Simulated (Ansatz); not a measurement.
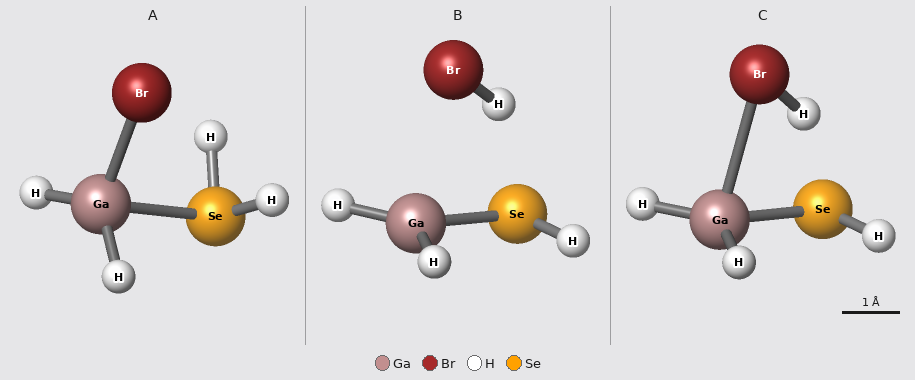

Three geometries of GaH₄SeBr: a saddle point and the two minima that it joins, in shuffled order. A ball-and-stick model, seen at a tilt. Sticks join atoms that are closer than about 1.2 times the sum of their covalent radii (a little more with hydrogen).

Stationary points at PBE0-D4/def2-TZVP, single-point energies with CCSD(T)/CBS, B97M-V, wB97X-V, r2SCAN0-D4, SPW92 (LDA), B2PLYP (def2-TZVPP where no basis is named; Ansatz 0.2.0). The energies are electronic, without zero-point or thermal terms, and both ends are the minima reached downhill from the saddle, with any fragments still in contact. CCSD(T)/CBS stands for a frozen-core estimate: MP2 correlation extrapolated from def2-TZVPP and def2-QZVPP, CCSD(T) minus MP2 from the smaller set.

**Identify the saddle point and describe the reaction.**

Frame C is the saddle point. Counted by bonded pieces, A holds GaH₄SeBr and B holds GaH₃Se + HBr. From A over the saddle to B, a bond forms: Br–H (3.48 → 1.54 → 1.47 Å). Bonds break: Br–Ga (2.34 → 2.77 → 2.91 Å), H–Se (1.47 → 2.08 → 2.34 Å). Bonds that stay but change much: Ga–Se (2.71 → 2.43 → 2.39 Å). The saddle has one imaginary mode, 76i cm⁻¹. With CCSD(T)/CBS the barrier is 14.4 kcal/mol from A and 1.4 kcal/mol from B, and B lies 13.0 kcal/mol above A.

```
      level  barrier from A (kcal/mol)  barrier from B (kcal/mol)  B less A (kcal/mol)
CCSD(T)/CBS                       14.4                        1.4                 13.0
     B97M-V                       15.2                        1.1                 14.1
    wB97X-V                       16.3                        1.7                 14.6
 r2SCAN0-D4                       13.9                        0.2                 13.6
SPW92 (LDA)                        7.2                       −2.0                  9.2
     B2PLYP                       14.5                        1.1                 13.4
```

Against CCSD(T)/CBS, B2PLYP comes closest on the barrier from A (+0.1 kcal/mol) and SPW92 (LDA) misses most (−7.2 kcal/mol).
